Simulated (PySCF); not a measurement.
C5H14BN

Input

```
{"job": {"kind": "nmr", "xc": "PBE0", "basis": "pcSseg-1"}, "charge": 0, "multiplicity": 1}
C     -1.432677     1.462102     0.502577
N     -0.795921     0.492967    -0.372121
C     -1.399959    -0.851282    -0.454334
C     -0.085333    -1.613630    -0.586262
B      0.687653    -0.265996    -0.062424
C      1.015635    -0.212896     1.515004
C      1.806328     0.391324    -1.023175
H     -1.459506     1.062782     1.514289
H     -0.853525     2.384065     0.512500
H     -2.454140     1.685224     0.181464
H     -0.711696     0.884750    -1.305147
H     -1.897786    -1.069767     0.490389
H     -2.129106    -0.947672    -1.265038
H     -0.047816    -2.513641     0.021337
H      0.114624    -1.900274    -1.617217
H      1.909759    -0.794033     1.728885
H      0.221797    -0.629047     2.133785
H      1.211481     0.797976     1.869344
H      1.517344     0.390852    -2.075014
H      2.031537     1.421668    -0.749313
H      2.742386    -0.158531    -0.960000
```

Run with:

```sh
OMP_NUM_THREADS=1 python probes_run.py task.json out
```

Geometry: GFN2-xTB.

Computed with PBE0/pcSseg-1, SCF density, gas phase, non-relativistic (PySCF 2.14.0).

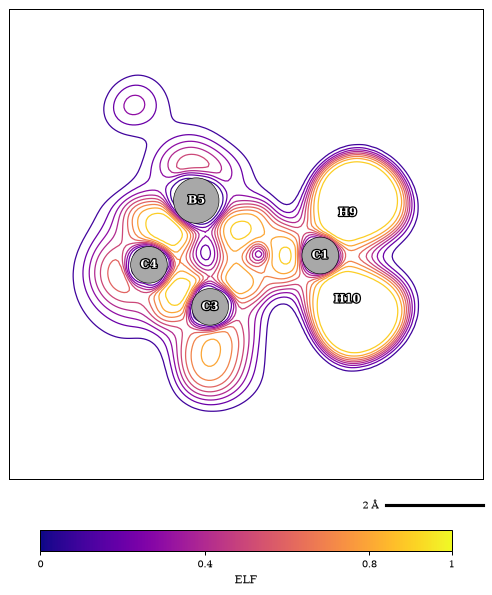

Figure 1. ELF on the plane of atoms C3, C4 and B5. Grey discs cover the atomic cores.

Q: What do the fields say about this system?

A:
- The section cuts through C, B and H sites.
- C–C (1.53 Å): the ELF peaks at about 0.95 between the atoms: localised, covalent bonding.
- C–B (1.64 Å): the ELF peaks at about 0.95 between the atoms (a shared electron pair).
- C–H (1.09 Å): the ELF climbs to about 1 towards the hydrogen, as it does in any bond to H (an ordinary covalent bond to hydrogen).

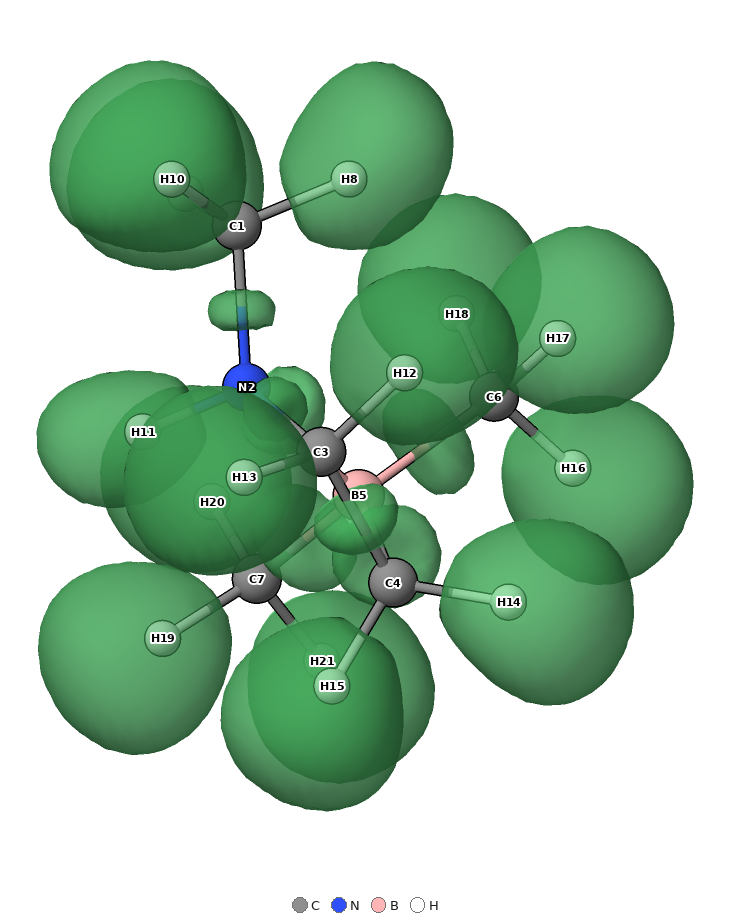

Figure 2. Isosurface of the electron localisation function at 0.85 (green), seen at an oblique angle. Core shells and regions of very low density are left out.

Q: What do the ELF domains correspond to?

A: At this value the surface marks out three regions between bonded B–C atoms (shared pairs), one region between bonded B–N atoms (shared pairs), one region between bonded C–C atoms (shared pairs), two regions between bonded C–N atoms (shared pairs) and 14 regions around hydrogen nuclei.


C–N (1.45 Å): the ELF peaks at about 0.95 between the atoms, as expected for localised, covalent bonding.

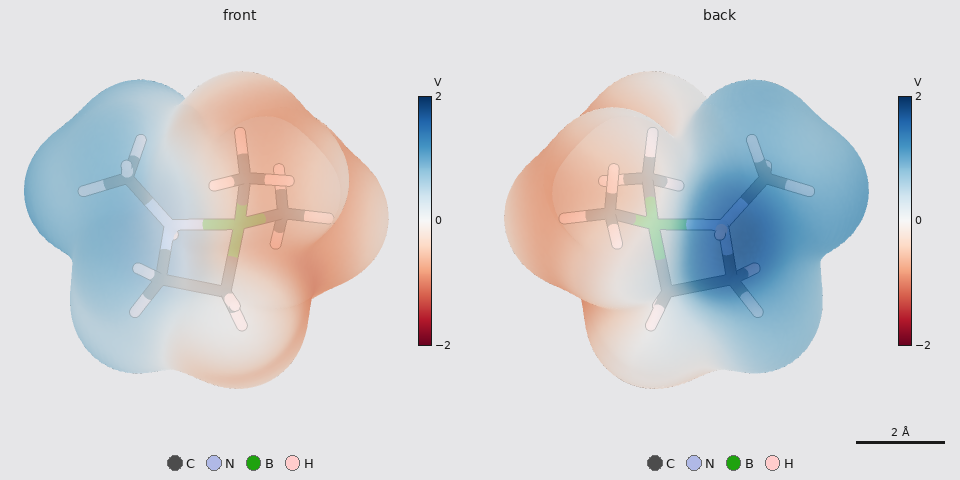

Figure 3. The electrostatic potential painted on the density surface at 0.001 e/bohr³, seen from the front and from behind; the colour scale runs from red (negative) to blue (positive).

Q: Describe the electrostatic potential map.

A: The most negative region (about −0.9 V) lies over C4, C6 and C7, the most positive (about +1.7 V) over H11.
